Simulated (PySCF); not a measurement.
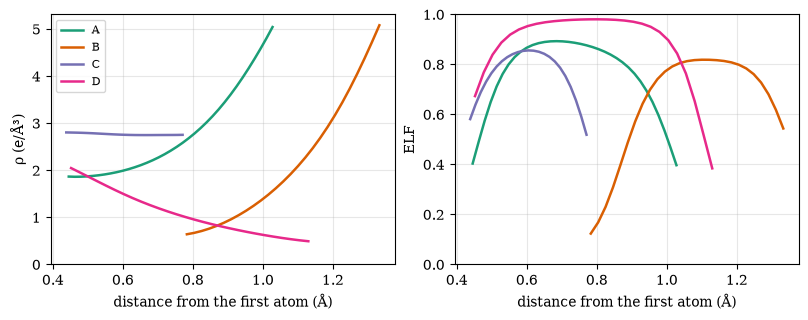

Figure 1: C4H7AlClO (charge −1). Total electron density and ELF along straight lines between neighbouring atoms. The curves leave out the atomic cores.

Geometry: GFN2-xTB.

Level of theory: PySCF, CAM-B3LYP/def2-SVPD, SCF density, gas phase.

Input

```
{"job": {"kind": "uv", "xc": "CAM-B3LYP", "basis": "def2-SVPD", "nstates": 8, "ntriplets": 3}, "charge": -1, "multiplicity": 1}
C      3.017826    -1.060544    -0.370293
C      1.993597    -0.521425    -0.022579
Al     0.296187     0.365822     0.581132
C      0.072496     2.151937    -0.381949
Cl     0.471742     0.702314     2.669166
O     -0.999391    -0.680444     0.280951
C     -2.011022    -1.556911    -0.010159
H      3.914904    -1.530654    -0.683306
H      0.068888     2.008721    -1.468331
H     -0.830871     2.730204    -0.152687
H      0.913055     2.823612    -0.177866
H     -2.750149    -1.099451    -0.684999
H     -2.537724    -1.874770     0.902107
H     -1.620217    -2.458883    -0.503354
```

Launched as:

```sh
OMP_NUM_THREADS=1 python probes_run.py task.json out
```

**Which curve belongs to which contact (Al–O, C–Al, C–C and C–O)? The first atom named is at distance zero.**

Curve A: C–O (1.37 Å): ρ at the midpoint is about 2.2 e/Å³, with its minimum of 1.9 e/Å³ about 0.5 Å from C; the ELF peaks at about 0.90 between the atoms; a shared but strongly polarised pair. Curve B: Al–O (1.69 Å): the density is about 0.76 e/Å³ at the midpoint; the ELF peaks at about 0.80 in the valence shell of O, 0.6 Å from its nucleus, and is about 0.30 at the midpoint. Curve C: C–C (1.21 Å): the density is about 2.8 e/Å³ at the midpoint; the ELF peaks at about 0.85 between the atoms: a short, multiple covalent bond. Curve D: C–Al (2.01 Å): the density is about 0.62 e/Å³ at the midpoint; the ELF peaks at about 1 between the atoms, as expected for a shared but strongly polarised pair.
